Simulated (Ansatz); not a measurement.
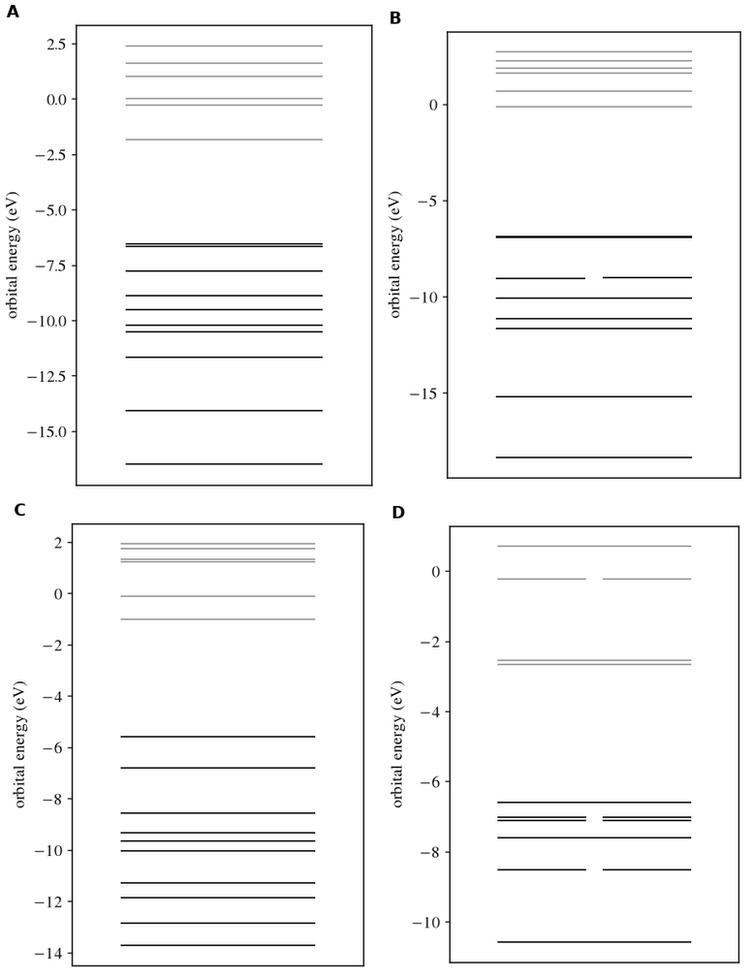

Kohn-Sham orbital energies near the frontier, PBE/def2-TZVPP in the Ansatz code, at a PBE0-D4/def2-TZVP geometry (a minimum by its frequencies), isolated molecule; empty levels in grey, levels within 0.03 eV side by side.

Which panel belongs to which molecule?
1. C₄H₆O, SMILES C=COC=C
2. C₂H₅Cl, SMILES CCCl
3. CH₄BBrO, SMILES OBCBr
4. AlI₃, SMILES [I][Al]([I])[I], singlet

A: 3 (HOMO −6.56 eV, LUMO −1.85 eV)
B: 2 (HOMO −6.88 eV, LUMO −0.15 eV)
C: 1 (HOMO −5.59 eV, LUMO −1.01 eV)
D: 4 (HOMO −6.61 eV, LUMO −2.66 eV)

Limits of at least one run: core potentials past krypton; empty levels above zero depend strongly on the basis; no scalar relativity up to krypton; one conformer of a flexible molecule; spin-orbit coupling is left out, and with Br it can shift these levels and split any degenerate set; spin-orbit coupling is left out, and with I it can shift these levels and split any degenerate set.
